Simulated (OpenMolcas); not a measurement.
# BCl (SMILES [B]Cl), step by step

We compute the energy (HF/STO-3G), then a single-point energy (FCI/STO-3G) of BCl. 

The results are computed with OpenMolcas 26.06.

### Step 1. The molecule

The species is BCl (2 atoms), typed as a singlet with charge 0. SMILES: `[B]Cl`. The start is not the relaxed shape.

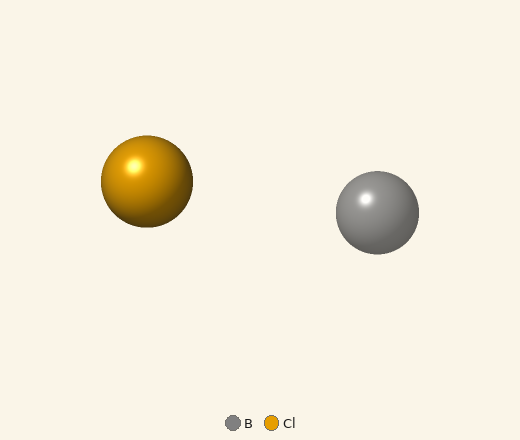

Viewed from a chosen angle; boron grey, chlorine amber.

### Step 2. The energy at HF/STO-3G (run 1)

step1.input reads:

```
&gateway
 baslib
 $CurrDir
 basisset
 B.STO-3G....
 B1 0.000000 0.000000 -1.183870 angstrom
 End of Basis
 basisset
 Cl.STO-3G....
 Cl2 0.000000 0.000000 1.578530 angstrom
 End of Basis

&seward

&scf
 prorbitals
 1 1
```

The basis set STO-3G is read from a file made from the Basis Set Exchange's data (not shown).

Command:

```bash
$ export MOLCAS_MEM=1860
$ pymolcas step1.input > step1.log
```

Log:

```text
--- Start Module: gateway ---

                                              &GATEWAY

                       available to each process: 1.9 GB of memory, 1 thread

 Basis Set     1 Label: B.STO-3G....
 Basis set is read from library:.
 basistype.tbl is not found

 Basis Set     2 Label: CL.STO-3G....
 Basis set is read from library:.
 basistype.tbl is not found

++    Symmetry information:
      ---------------------

                    Character Table for C1

                             E
                    a        1  x, y, xy, Rz, z, xz, Ry, yz, Rx, I
--

++    Basis set information:
      ----------------------

      Basis set label: B.STO-3G.........

      Electronic valence basis set:
      ------------------
      Associated Effective Charge   5.000000 au
      Associated Actual Charge      5.000000 au
      Nuclear Model: Point charge

[... 79 lines left out ...]
      Nuclear repulsion energy =   16.28296514
[... 40 lines left out ...]
++ Convergence information
                                   SCF        iterations: Energy and convergence statistics
[... 13 lines left out ...]
       Convergence after   9 Iterations
[... 3 lines left out ...]
 *                                             SCF/KS-DFT Program, Final results                                             *
 *                                                       Final Results                                                       *
[... 45 lines left out ...]
      N-E      0.5612 -0.5612

      Total electronic charge=   22.000000

      Total            charge=   -0.000000
--

++    Molecular properties:
      ---------------------

      Charge (e):
                      =   -0.0000
      Dipole Moment (debye):
      Origin of the operator (angstrom)=    0.0000    0.0000    0.9171
                   X= -1.0971E-15               Y=  8.6416E-17               Z= -6.9155E+00           Total=  6.9155E+00
      Quadrupole Moment (debye*angstrom):
      Origin of the operator (angstrom)=    0.0000    0.0000    0.9171
                  XX= -1.5897E+01              XY=  3.7054E-17              XZ=  2.8045E-15              YY= -1.5897E+01
                  YZ=  5.8840E-16              ZZ= -8.2551E+00
      In traceless form (debye*angstrom)
                  XX= -3.8208E+00              XY=  5.5581E-17              XZ=  4.2068E-15              YY= -3.8208E+00
                  YZ=  8.8260E-16              ZZ=  7.6417E+00
--

--- Stop Module: scf /rc=_RC_ALL_IS_WELL_ ---

.##################.
.# Happy landing! #.
.##################.

    Timing: Wall=2.45 User=1.73 System=0.67
```

Run time: 2.9 s. Hardware: 1 thread of Intel Xeon Platinum 8488C (Sapphire Rapids), shared host; peak memory 0.37 GiB.

### Step 3. The energy at FCI/STO-3G (run 2)

step2.inp reads:

```
* BCl full CI

&GATEWAY
  BasLib=$CurrDir
  BasisSet
  B.STO-3G....
  B1 0.000000 0.000000 -1.183870 angstrom
  End of Basis
  BasisSet
  Cl.STO-3G....
  Cl2 0.000000 0.000000 1.578530 angstrom
  End of Basis

&SEWARD

&RASSCF
  FileOrb=$CurrDir/step1.ScfOrb
  Spin=1
  Nactel=10 0 0
  Inactive=6
  Ras2=8
  CIRoot=3 3 1
  OrbListing=Nothing
  CIOnly
```

The basis set STO-3G is read from a file made from the Basis Set Exchange's data (not shown).

Command:

```bash
$ export MOLCAS_MEM=1860
$ pymolcas step2.inp > step2.log
```

Log:

```text
--- Start Module: gateway ---

                                              &GATEWAY

                       available to each process: 1.9 GB of memory, 1 thread

 Basis Set     1 Label: B.STO-3G....
 Basis set is read from library:.
 basistype.tbl is not found

 Basis Set     2 Label: CL.STO-3G....
 Basis set is read from library:.
 basistype.tbl is not found

++    Symmetry information:
      ---------------------

                    Character Table for C1

                             E
                    a        1  x, y, xy, Rz, z, xz, Ry, yz, Rx, I
--

++    Basis set information:
      ----------------------

      Basis set label: B.STO-3G.........

      Electronic valence basis set:
      ------------------
      Associated Effective Charge   5.000000 au
      Associated Actual Charge      5.000000 au
      Nuclear Model: Point charge

[... 162 lines left out ...]
      printout of CI-coefficients larger than  0.05 for root  1
[... 9 lines left out ...]
      energy=    -478.726639
[... 9 lines left out ...]
      conf/sym  11111111     Coeff  Weight
[... 16 lines left out ...]
      *                                                    Final results                                                     *
[... 19 lines left out ...]
::    RASSCF root number  1 Total energy:   -478.79604820
[... 31 lines left out ...]
      Dipole Moment (debye):
[... 81 lines left out ...]
      Dipole Moment (debye):
[... 11 lines left out ...]
      Average orbitals are written to the RASORB file
      Natural orbitals for root   1 are written to the RASORB.1 file
      Natural orbitals for root   2 are written to the RASORB.2 file
      Natural orbitals for root   3 are written to the RASORB.3 file
      Spin density orbitals for root   1 are written to the SPDORB.1 file
      Spin density orbitals for root   2 are written to the SPDORB.2 file
      Spin density orbitals for root   3 are written to the SPDORB.3 file

--- Stop Module: rasscf /rc=_RC_ALL_IS_WELL_ ---
           step2.SpdOrb.1 step2.SpdOrb.2 step2.SpdOrb.3 xmldump
--- Module rasscf spent 1 second ---

.##################.
.# Happy landing! #.
.##################.

    Timing: Wall=2.40 User=1.76 System=0.57
```

Wall time 2.9 s (1 thread of Intel Xeon Platinum 8488C (Sapphire Rapids), shared host); peak memory 0.37 GiB.

The roots found:

```
excited state  energy (eV)
            1        1.889
            2        1.889
```

### Step 4. Summary of results

| quantity | value |
| --- | --- |
| run 1, HF/STO-3G: total energy | -478.71062 Eh |
| run 1, HF/STO-3G: dipole moment | 6.92 D |
| run 1, HF/STO-3G: HOMO energy | -6.88 eV |
| run 1, HF/STO-3G: LUMO energy | 3.09 eV |
| run 1, HF/STO-3G: HOMO–LUMO gap | 9.97 eV |
| run 2, FCI/STO-3G: total energy | -478.79605 Eh |
| run 2, FCI/STO-3G: dipole moment (CASSCF density) | 4.05 D |
| run 2, FCI/STO-3G: lowest excitation energy within this active space | 1.89 eV |

What this shows: One bond (run 1, HF/STO-3G) is far stretched, which a spin-restricted single reference describes badly; a broken-symmetry solution may lie lower.
